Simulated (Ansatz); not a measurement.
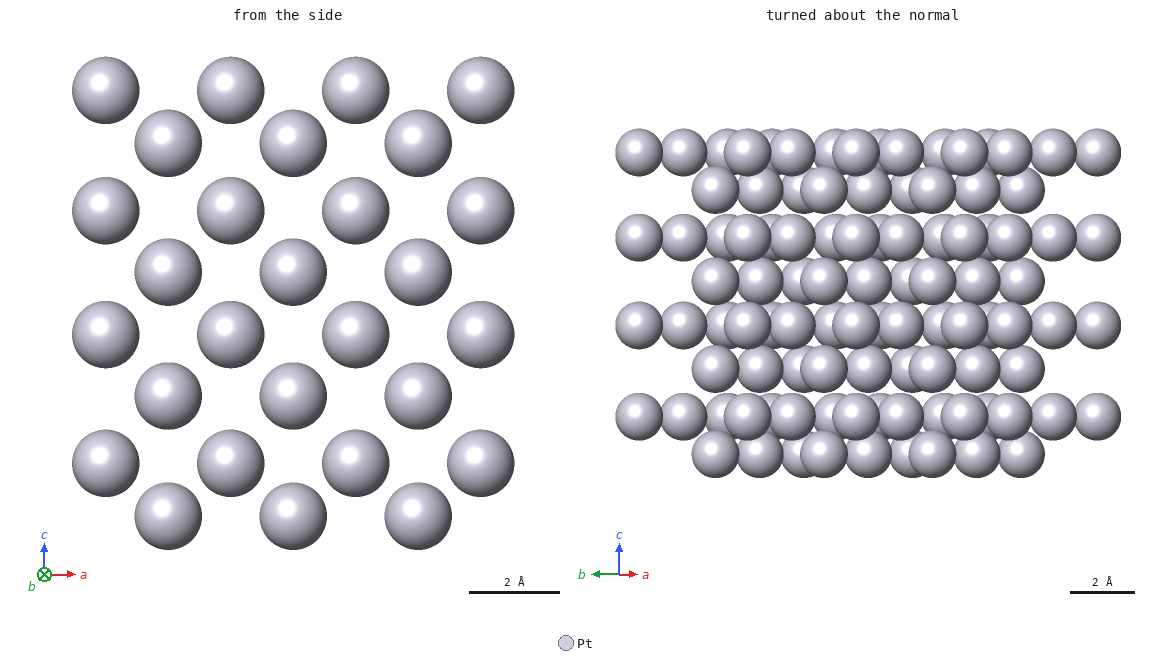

A spheres-only picture of a periodic slab, seen from the side and turned about the normal. The surface normal points up in side views; the vacuum is left out. 3×3 cells are drawn in the plane, with atoms at the edges repeated.

The cell holds 8 Pt. The slab was cut from bulk Pt (Fm-3m).

**What height do the atoms span?**

About 10 Å from the lowest to the highest atom.

**What layers make up the slab, from top to bottom?**

Eight planes: Pt / Pt / Pt / Pt / Pt / Pt / Pt / Pt.

**Which lattice plane is parallel to the surface?**

(1 1 0).

All computed values are from DFT PBE, scalar-relativistic, plane waves, PAW (Ansatz). Settings: plane waves up to 420 eV, k-point mesh 12×9×1, Gaussian smearing of 0.1 eV, no spin polarisation.

**Predict the work functions of both surfaces.**

5.28 eV on both faces.

Provenance: the standard structure of this element; a slab was cut from it. The atoms were relaxed in a fixed cell with Ansatz 0.2.0, DFT PBE, scalar-relativistic, plane waves, PAW.
